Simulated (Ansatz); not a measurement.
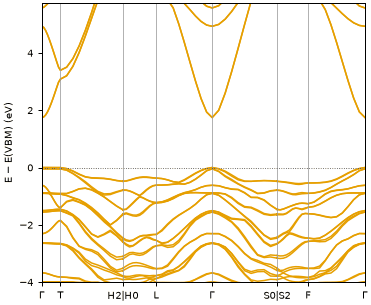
Figure. Band structure from plane-wave PAW r²SCAN with spin–orbit coupling (Ansatz code)

Task: Read off the gap and where the band edges lie.

Result: About 1.7 eV (1.74 eV by a search for the band edges); maximum at Γ, minimum at Γ.

The material is ZnInGaO4 in space group R3m (No. 160; Pearson symbol hR7).

Symmetry was held in the r²SCAN relaxation.

Potentials: the later of the program's two PAW sets.
